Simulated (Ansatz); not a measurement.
# CH11N3Si2: the cost of one run

Method: RKS BHLYP-D4/def2-SVP, in Ansatz 0.2.0.

## (1) The structure to begin with

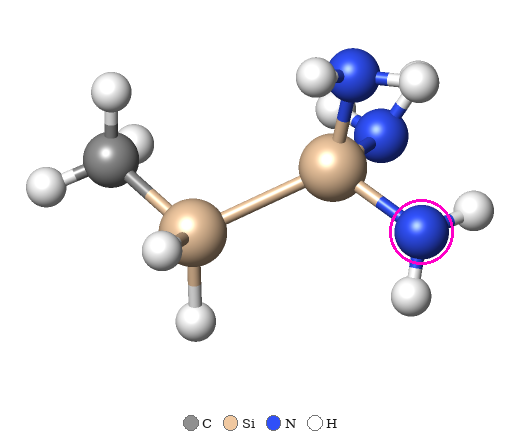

The starting structure, seen from a free direction (carbon grey, silicon light orange, nitrogen blue, hydrogen white). Ringed: N4.

As a file:

```xyz
17

C     0.1912   -1.8634   -1.8640
Si    0.8983   -1.3687   -0.2545
Si   -0.0971    0.5424    0.5280
N     0.5761    1.2729    1.9353
N    -0.0944    1.9202   -0.4086
N    -1.6816    0.5706    0.9637
H     0.3131   -1.0264   -2.6159
H     0.6311   -2.7158   -2.2818
H    -0.9291   -1.9785   -1.7371
H     2.3709   -1.1720   -0.4036
H     0.7041   -2.4842    0.7326
H     1.5076    1.0479    2.0729
H     0.4585    2.2882    1.7217
H    -0.2494    1.6829   -1.3501
H    -0.9757    2.3727   -0.1513
H    -1.7306    1.2268    1.7771
H    -1.9120   -0.3160    1.3758
```

## (2) Relaxing end A

Contents of input.yaml:

```yaml
crystal:
  periodic: [false, false, false]
  atoms:
    - { symbol: C, position_ang: [0.1912, -1.8634, -1.864] }
    - { symbol: Si, position_ang: [0.8983, -1.3687, -0.2545] }
    - { symbol: Si, position_ang: [-0.0971, 0.5424, 0.528] }
    - { symbol: "N", position_ang: [0.5761, 1.2729, 1.9353] }
    - { symbol: "N", position_ang: [-0.0944, 1.9202, -0.4086] }
    - { symbol: "N", position_ang: [-1.6816, 0.5706, 0.9637] }
    - { symbol: H, position_ang: [0.3131, -1.0264, -2.6159] }
    - { symbol: H, position_ang: [0.6311, -2.7158, -2.2818] }
    - { symbol: H, position_ang: [-0.9291, -1.9785, -1.7371] }
    - { symbol: H, position_ang: [2.3709, -1.172, -0.4036] }
    - { symbol: H, position_ang: [0.7041, -2.4842, 0.7326] }
    - { symbol: H, position_ang: [1.5076, 1.0479, 2.0729] }
    - { symbol: H, position_ang: [0.4585, 2.2882, 1.7217] }
    - { symbol: H, position_ang: [-0.2494, 1.6829, -1.3501] }
    - { symbol: H, position_ang: [-0.9757, 2.3727, -0.1513] }
    - { symbol: H, position_ang: [-1.7306, 1.2268, 1.7771] }
    - { symbol: H, position_ang: [-1.912, -0.316, 1.3758] }
basis:
  gaussian: { orbitals: def2-SVP }
hamiltonian:
  xc: { name: BHLYP }
  dispersion: d4
relax:
  f_tol: 0.015
  max_steps: 40
output:
  orbitals: {}
```

Command:

```
> ansatz run input.yaml --threads 2 --pin off --max-ram 3072MiB --backend cpu --events-out ev --progress --plain --runs-dir out
```

**Question.** How long does this run take on 2 threads of Arm Neoverse V1, shared host, and how much memory does it need?

About 3.3 min, with a peak of 0.44 GiB.
